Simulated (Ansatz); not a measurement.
System: FH5OSi2···SiH4.

Input

```
crystal:
  periodic: [false, false, false]
  atoms:
    - { symbol: Si, position_ang: [-0.2759, 1.0879, 0.452] }
    - { symbol: F, position_ang: [-0.4803, 2.854, -0.4743] }
    - { symbol: O, position_ang: [-0.0838, -0.4608, 0.9599] }
    - { symbol: Si, position_ang: [0.2293, -1.8303, 1.7577] }
    - { symbol: H, position_ang: [-1.6661, 1.3047, 0.7981] }
    - { symbol: H, position_ang: [0.8643, 1.7398, 1.0638] }
    - { symbol: H, position_ang: [-0.2385, 1.9242, -1.2077] }
    - { symbol: Si, position_ang: [0.1086, 0.2539, -1.9779] }
    - { symbol: H, position_ang: [1.5549, -1.7029, 2.3651] }
    - { symbol: H, position_ang: [-0.8099, -1.9942, 2.7737] }
    - { symbol: H, position_ang: [0.188, -2.8834, 0.7437] }
    - { symbol: H, position_ang: [-1.1209, -0.4154, -2.4102] }
    - { symbol: H, position_ang: [1.0837, -0.7903, -1.6657] }
    - { symbol: H, position_ang: [0.6466, 0.9129, -3.1783] }
magnetization:
  spin_polarized: true
basis:
  gaussian: { orbitals: "6-31G*" }
hamiltonian:
  xc: r2scan
relax:
  f_tol: 0.15
  max_steps: 25
  restrain:
    - { distance: [0, 7], at: 3.52, k: 30.0 }
    - { distance: [6, 1], at: 2.18, k: 30.0 }
    - { distance: [0, 1], at: 1.68, k: 30.0 }
    - { distance: [6, 7], at: 1.42, k: 30.0 }
output:
  orbitals: {}
```

Launched as:

```sh
ansatz run input.yaml --threads 4 --pin off --max-ram 5120MiB --backend cpu --events-out ev --progress --plain --runs-dir out
```

The fields are those of the run's last geometry, not of the input's.

Not at a stationary point (largest force 1.2 eV/Å).

All numbers below come from Ansatz 0.2.0, UKS r2SCAN/6-31G*.

Question: Predict the electron density and electron localisation function between the atoms.

Answer: Si–O (1.63 Å): ρ at the midpoint is about 1.1 e/Å³; the ELF peaks at about 0.85 between the atoms, as expected for a polar covalent bond.
Si–F (1.64 Å): the density is about 1 e/Å³ at the midpoint; the ELF peaks at about 0.80 in the valence shell of F, 0.6 Å from its nucleus, and is about 0.55 at the midpoint.

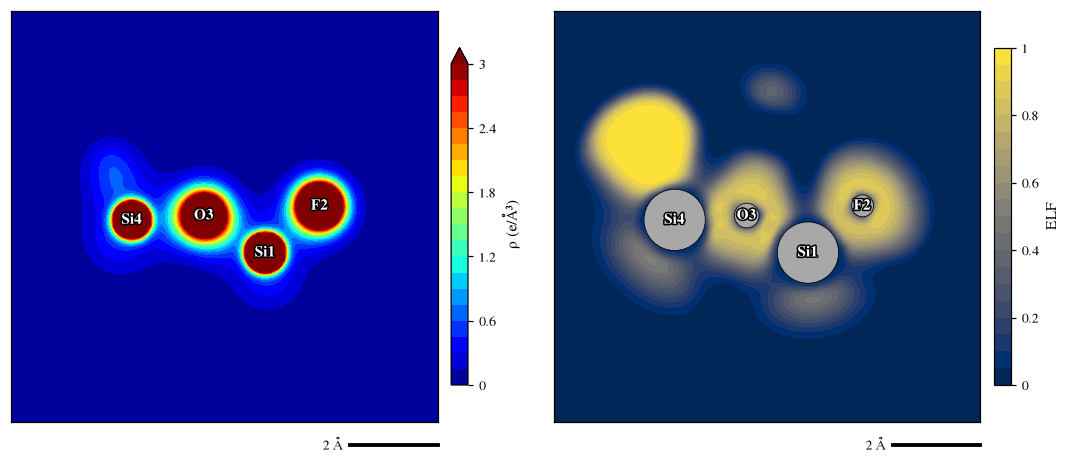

Computed electron density and electron localisation function on the plane of atoms F2, Si1 and O3, in this order. Grey discs cover the atomic cores in the ELF map. 
